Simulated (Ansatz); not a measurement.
Input file:

```
crystal:
  lattice:
    - [4.6905479987, 0.0, 0.0]
    - [0.0, 4.6905479987, 0.0]
    - [0.0, 0.0, 4.6905479987]
  atoms:
    - { symbol: Zn, position: [0.0, 0.5, 0.5] }
    - { symbol: Zn, position: [0.5, 0.0, 0.5] }
    - { symbol: Zn, position: [0.5, 0.5, 0.0] }
    - { symbol: Zn, position: [0.5, 0.5, 0.5] }
    - { symbol: Ge, position: [0.0, 0.0, 0.0] }
basis:
  ecutwfc: 420
kpoints:
  mp_grid: { grid: [8, 8, 8] }
hamiltonian:
  xc: pbe
scf:
  occupations: { method: gaussian, width: 0.1 }
output:
  forces: true
  stress: true
  eigenvalues: true
  write_density: true
  write_potential: true
  elf: true
  volumetric_format: npy
relax:
  adjacent_minimum: "off"
  f_tol: 0.01
  max_steps: 80
  cell: { stress_tol: 0.05 }
```

Run with:

```sh
ansatz run input.yaml --threads 1 --pin off --max-ram 2048MiB --backend cpu --events-out ev --progress --plain --runs-dir out
```

Below, planes, directions and counts refer to the conventional cell (a = 4.67 Å, b = 4.67 Å, c = 4.67 Å, α = 90.00°, β = 90.00°, γ = 90.00°).

The fields are those of the run's last geometry, not of the input's.

Space group Pm-3m; a structure generated by program, which may or may not match a known phase.

These are results of DFT PBE, scalar-relativistic, plane waves, PAW (Ansatz 0.2.0), not measurements.

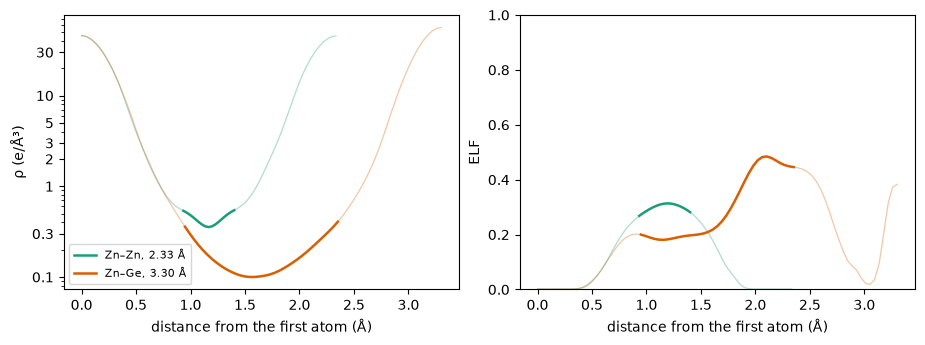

Zn4Ge. Valence electron density and electron localisation function along straight lines between neighbouring atoms. Thin, pale parts lie inside the atomic spheres.

The density is the valence pseudo-density of a PAW calculation; it isn't the true density close to the nuclei.

### What can be read from the curves?

Zn–Zn (2.33 Å): ρ at the midpoint is about 0.36 e/Å³; the ELF is about 0.30 at the midpoint.
Zn–Ge (3.30 Å): ρ is about 0.1 e/Å³ halfway; the ELF is about 0.25 at the midpoint: no shared electron pair shows on this line.
